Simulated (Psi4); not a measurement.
## Energy and gradient calculation, with input and output: AlNH₃OF (charge +1) (part 2 of 2)

Continued. System: AlNH₃OF, charge +1, multiplicity 2. Method: B3LYP/6-31G*, UKS (Psi4 1.11). The geometry is that of the parent species in another charge or spin state. The geometry comes from this level: PBE0-D4/def2-TZVP.

Geometry of the input (Å):
```
N  -0.5698  0.9268  -0.5308
Al -0.1333  -0.6300  0.1518
O  1.3684  -1.0042  0.8190
F  -1.2656  -1.8221  0.1465
H  -1.4732  1.1302  -0.9251
H  0.0296  1.7323  -0.5867
H  2.1052  -0.4010  0.8795
```

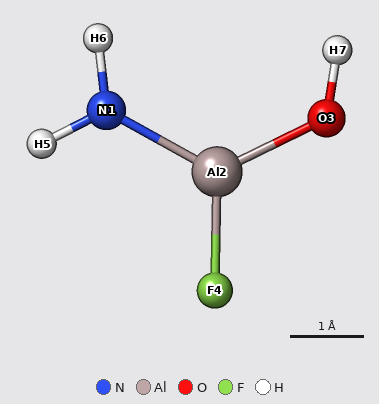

The input geometry (ball-and-stick view, seen on its broad side; atoms are numbered from 1 in the order of the input). Sticks mark near contacts.

## Output, continued
```
 ------------------------------------------------------------------------------------
     Multipole            Electronic (a.u.)      Nuclear  (a.u.)        Total (a.u.)
 ------------------------------------------------------------------------------------

 L = 1.  Multiply by 2.5417464519 to convert [e a0] to [Debye]
 Dipole X            :          0.0003302           -0.0015746           -0.0012444
 Dipole Y            :          2.2107662           -3.5287688           -1.3180026
 Dipole Z            :          1.4860861           -4.5059708           -3.0198846
 Magnitude           :                                                    3.2949713

 ------------------------------------------------------------------------------------

	total time  =         18 seconds =       0.30 minutes

         ------------------------------------------------------------
                                   SCF GRAD
         ------------------------------------------------------------

  ==> Geometry <==

    Molecular point group: c1
    Full point group: C1

    Geometry (in Angstrom), charge = 1, multiplicity = 2:

       Center              X                  Y                   Z               Mass
    ------------   -----------------  -----------------  -----------------  -----------------
         N           -0.000038987261    -0.040325161893    -1.774114219984    14.003074004430
         AL          -0.000038987261    -0.040325161893    -0.019092219984    26.981538530000
         O           -0.000038987261    -1.422059300838     0.945839926785    15.994914619570
         F            0.000197525334     1.410365196179     0.754684194662    18.998403162730
         H           -0.000263290836     0.796980619198    -2.332589645342     1.007825032230
         H           -0.000017313342    -0.856688855619    -2.361298774873     1.007825032230
         H           -0.001238697453    -2.317944918269     0.617552599802     1.007825032230

  Nuclear repulsion =  160.681148246364216

  ==> Basis Set <==

  Basis Set: 6-31G*
    Blend: 6-31G*
    Number of shells: 32
    Number of basis functions: 70
    Number of Cartesian functions: 70
    Spherical Harmonics?: false
    Max angular momentum: 2

  ==> DirectJKGrad: Integral-Direct SCF Gradients <==

    Gradient:                    1
    J tasked:                  Yes
    K tasked:                  Yes
    wK tasked:                  No
    Integrals threads:           1
    Schwarz Cutoff:          1E-12

  ==> DFT Potential <==

   => LibXC <=

    Version 7.1.2

   => Composite Functional: B3LYP <=

    B3LYP Hyb-GGA Exchange-Correlation Functional

    Deriv               =              1
    GGA                 =           TRUE
    Meta                =          FALSE

    Exchange Hybrid     =           TRUE
    MP2 Hybrid          =          FALSE

   => Exchange Functionals <=

    0.0800   Slater exchange
    0.7200         Becke 88

   => Exact (HF) Exchange <=

    0.2000               HF

   => Correlation Functionals <=

    0.1900   Vosko, Wilk & Nusair (VWN5_RPA)
    0.8100   Lee, Yang & Parr

   => LibXC Density Thresholds  <==

    XC_HYB_GGA_XC_B3LYP:  1.00E-15

   => Molecular Quadrature <=

    Radial Scheme          =       TREUTLER
    Pruning Scheme         =           NONE
    Nuclear Scheme         =       TREUTLER

    Blocking Scheme        =         OCTREE
    BS radius alpha        =              1
    Pruning alpha          =              1
    Radial Points          =             99
    Spherical Points       =            590
    Total Points           =         391553
    Total Blocks           =           2833
    Max Points             =            256
    Max Functions          =             69
    Weights Tolerance      =       1.00E-15

  -Total Gradient:
     Atom            X                  Y                   Z
    ------   -----------------  -----------------  -----------------
       1        0.000010528999     0.003960628428     0.037235080900
       2       -0.000014847155    -0.025372948018    -0.079718060883
       3       -0.000001549867    -0.003728468770     0.004921363773
       4        0.000002013029     0.007673993860     0.013161555371
       5       -0.000003199320    -0.016488417190     0.011519694222
       6       -0.000002489613     0.014640477944     0.012960950888
       7        0.000009598656     0.019353308305    -0.000070305021

	total time  =          4 seconds =       0.07 minutes

Properties will be evaluated at   0.000000,   0.000000,   0.000000 [a0]
OEProp: No title given, name of density matrix used for the following properties is 'SCF alpha density'

 Multipole Moments:

 ------------------------------------------------------------------------------------
     Multipole            Electronic (a.u.)      Nuclear  (a.u.)        Total (a.u.)
 ------------------------------------------------------------------------------------

 L = 1.  Multiply by 2.5417464519 to convert [e a0] to [Debye]
 Dipole X            :          0.0003302           -0.0015746           -0.0012444
 Dipole Y            :          2.2107662           -3.5287688           -1.3180026
 Dipole Z            :          1.4860861           -4.5059708           -3.0198846
 Magnitude           :                                                    3.2949713

 L = 2.  Multiply by 1.3450342976 to convert [e a0^2] to [Debye ang]
 Quadrupole XX       :        -17.4992885            0.0000071          -17.4992814
 Quadrupole XY       :         -0.0163017            0.0202067            0.0039050
 Quadrupole XZ       :         -0.0054307            0.0051086           -0.0003222
 Quadrupole YY       :       -160.2378934          145.8946967          -14.3431967
 Quadrupole YZ       :          6.2383687           -6.9196001           -0.6812314
 Quadrupole ZZ       :       -172.8951454          163.2620295           -9.6331159
 Traceless XX        :         99.3781539         -103.0522373           -3.6740834
 Traceless YY        :        -43.3604510           42.8424523           -0.5179987
 Traceless ZZ        :        -56.0177029           60.2097850            4.1920821

 ------------------------------------------------------------------------------------

  Wiberg Bond Indices using Orthogonal Lowdin Orbitals:

  Total Bond Index:
  Irrep: 1 Size: 7 x 7

                 1                   2                   3                   4                   5

    1     0.00000000000000     0.98352695463395     0.23740656252946     0.02604729316844     0.85381567150431
    2     0.98352695463395     0.00000000000000     1.27023229315682     1.21029171489338     0.02243836781858
    3     0.23740656252946     1.27023229315682     0.00000000000000     0.04164157090896     0.00335740636364
    4     0.02604729316844     1.21029171489338     0.04164157090896     0.00000000000000     0.00104188499719
    5     0.85381567150431     0.02243836781858     0.00335740636364     0.00104188499719     0.00000000000000
    6     0.85911602433906     0.02311081780762     0.00064385826181     0.00317759999197     0.00660948724144
    7     0.00020924397451     0.02833457639556     0.82158581352325     0.00251838224510     0.00001773108361

                 6                   7

    1     0.85911602433906     0.00020924397451
    2     0.02311081780762     0.02833457639556
    3     0.00064385826181     0.82158581352325
    4     0.00317759999197     0.00251838224510
    5     0.00660948724144     0.00001773108361
    6     0.00000000000000     0.00003631081044
    7     0.00003631081044     0.00000000000000

  Alpha Contribution:
  Irrep: 1 Size: 7 x 7

                 1                   2                   3                   4                   5

    1     0.00000000000000     0.50848676652918     0.01526090888450     0.01373762414460     0.42098904100853
    2     0.50848676652918     0.00000000000000     0.60396253076173     0.60737106395446     0.01090371379030
    3     0.01526090888450     0.60396253076173     0.00000000000000     0.01568430019967     0.00165938404677
    4     0.01373762414460     0.60737106395446     0.01568430019967     0.00000000000000     0.00050702460644
    5     0.42098904100853     0.01090371379030     0.00165938404677     0.00050702460644     0.00000000000000
    6     0.42368159903289     0.01125158170873     0.00030437593742     0.00160773607847     0.00324913632633
    7     0.00009940823573     0.01401487334299     0.40920285427630     0.00125496449258     0.00000832974583

                 6                   7

    1     0.42368159903289     0.00009940823573
    2     0.01125158170873     0.01401487334299
    3     0.00030437593742     0.40920285427630
    4     0.00160773607847     0.00125496449258
    5     0.00324913632633     0.00000832974583
    6     0.00000000000000     0.00001732717585
    7     0.00001732717585     0.00000000000000

  Beta Contribution:
  Irrep: 1 Size: 7 x 7

                 1                   2                   3                   4                   5

    1     0.00000000000000     0.47504018810478     0.22214565364497     0.01230966902384     0.43282663049578
    2     0.47504018810478     0.00000000000000     0.66626976239509     0.60292065093891     0.01153465402828
    3     0.22214565364497     0.66626976239509     0.00000000000000     0.02595727070928     0.00169802231688
    4     0.01230966902384     0.60292065093891     0.02595727070928     0.00000000000000     0.00053486039075
    5     0.43282663049578     0.01153465402828     0.00169802231688     0.00053486039075     0.00000000000000
    6     0.43543442530617     0.01185923609890     0.00033948232439     0.00156986391350     0.00336035091510
    7     0.00010983573878     0.01431970305257     0.41238295924695     0.00126341775252     0.00000940133778

                 6                   7

    1     0.43543442530617     0.00010983573878
    2     0.01185923609890     0.01431970305257
    3     0.00033948232439     0.41238295924695
    4     0.00156986391350     0.00126341775252
    5     0.00336035091510     0.00000940133778
    6     0.00000000000000     0.00001898363459
    7     0.00001898363459     0.00000000000000

  Atomic Valences:

 #  #
 Irrep: 1
      1:    2.960121750149742
      2:    3.537934724705915
      3:    2.374867504743945
      4:    1.284718446205036
      5:    0.887280549008776
      6:    0.892694098452333
      7:    0.852702058032463
```

## Standard output
```
gradient / Eh bohr^-1
[[ 1.1000e-05  3.9610e-03  3.7235e-02]
 [-1.5000e-05 -2.5373e-02 -7.9718e-02]
 [-2.0000e-06 -3.7280e-03  4.9210e-03]
 [ 2.0000e-06  7.6740e-03  1.3162e-02]
 [-3.0000e-06 -1.6488e-02  1.1520e-02]
 [-2.0000e-06  1.4640e-02  1.2961e-02]
 [ 1.0000e-05  1.9353e-02 -7.0000e-05]]
energy = -473.8410908733 Eh
```

## Results in brief

| quantity | value |
| --- | --- |
| outcome | converged |
| total energy | −473.841091 hartree |
| basis functions | 70 |
| largest force | 4.302 eV/Å |
| ⟨S²⟩ | 0.758 |
| wall time | 23 s |
| peak memory | 0.92 GiB |
